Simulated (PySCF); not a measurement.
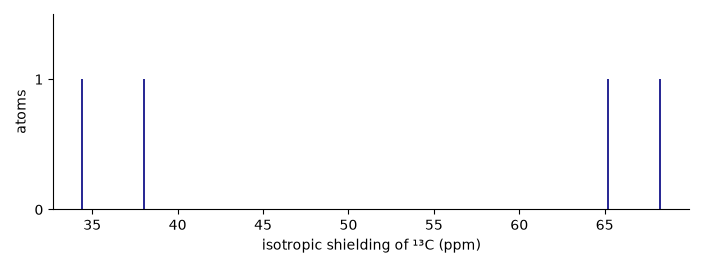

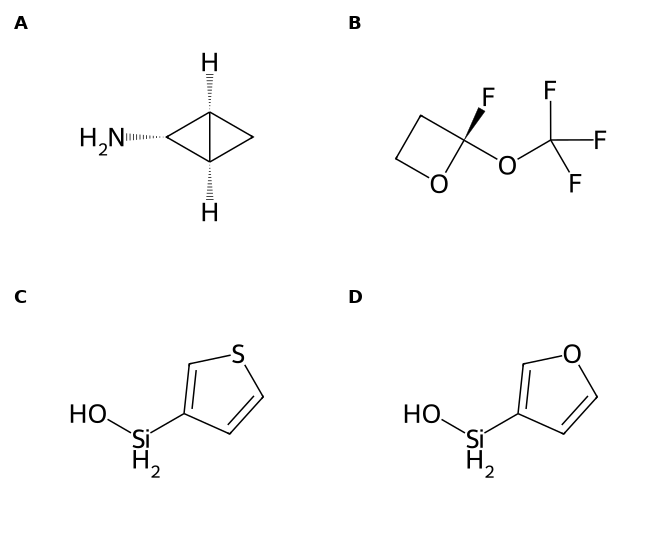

The sticks are computed shieldings of one of the molecules, for one fixed geometry (GFN2-xTB) without averaging over rotations. Low shielding means a high chemical shift. Method: GIAO PBE0/pcSseg-1 NMR shielding, non-relativistic, gas phase (PySCF 2.14.0).

Which molecule gives this pattern?

Answer. D, `O[SiH2]c1ccoc1`. Its 4 C atoms give lines at 34.4, 38.1, 65.2, 68.3 ppm.

The geometry is semi-empirical. Around Si such bond lengths and angles can be off by a tenth of an ångström or more and by several degrees, and values that hang on the shape move with them.
